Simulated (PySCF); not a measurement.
**C₃H₆BBrO₂: spin-spin couplings**

Aim: predict the spin-spin couplings of C₃H₆BBrO₂ (`C=CCOB(O)Br`).

Programs: PySCF 2.14.0, with density-fitted response routines of our own. Each step states its level of theory. These are calculated values for one molecule in the gas phase, unless marked as measured. Atoms are numbered from 0 throughout.

### 1 The starting structure

13 atoms, charge 0, multiplicity 1; geometry from: GFN2-xTB.

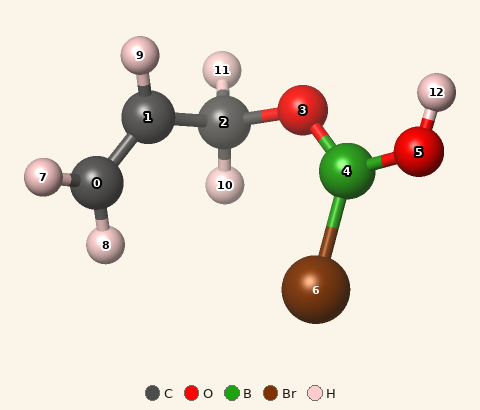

As it starts; carbon dark grey, oxygen red, boron green, bromine brown, hydrogen pink, atoms numbered.

### 2 Indirect couplings: B3LYP/pcSseg-1+pcJ-1

The job: settings as JSON, then the geometry in Å.

```
{"job": {"kind": "j", "xc": "B3LYP", "basis": "pcJ-1"}, "charge": 0, "multiplicity": 1}
C      2.035819    -0.705635    -0.521033
C      1.343427     0.170709     0.181006
C      0.029239    -0.144129     0.833482
O     -1.015886     0.625701     0.246270
B     -1.704761     0.312742    -0.855242
O     -2.634980     1.139514    -1.352471
Br    -1.470517    -1.321622    -1.794651
H      2.968163    -0.442852    -0.990331
H      1.698507    -1.720181    -0.654378
H      1.674987     1.194103     0.292960
H     -0.192987    -1.213443     0.741550
H      0.043688     0.136763     1.891681
H     -2.779087     1.968816    -0.897817
```

Level: B3LYP/pcJ-1 Br:pcSseg-1 indirect spin-spin coupling, non-relativistic, gas phase.

Started as:

```sh
$ OMP_NUM_THREADS=1 python probes_run.py task.json out
```

The driver reads the jobs from task.json and runs them one after another.

Predict these results of the whole session: largest coupling of the table (B3LYP/pcSseg-1+pcJ-1).

**Answer**, as computed:

| quantity | value |
| --- | --- |
| largest coupling of the table (B3LYP/pcSseg-1+pcJ-1) | 1J(C,H) C0–H8, 165.1 Hz |

What this shows: Of the pairs tabulated at B3LYP/pcSseg-1+pcJ-1, C0–H8 couples most strongly (165.1 Hz; Fermi contact 164.1 Hz). Couplings across rotatable bonds belong to this one conformer; where others are populated, the observed values are averages. Spin-orbit coupling is left out, which matters for shieldings and couplings at and beside the heavy atoms.
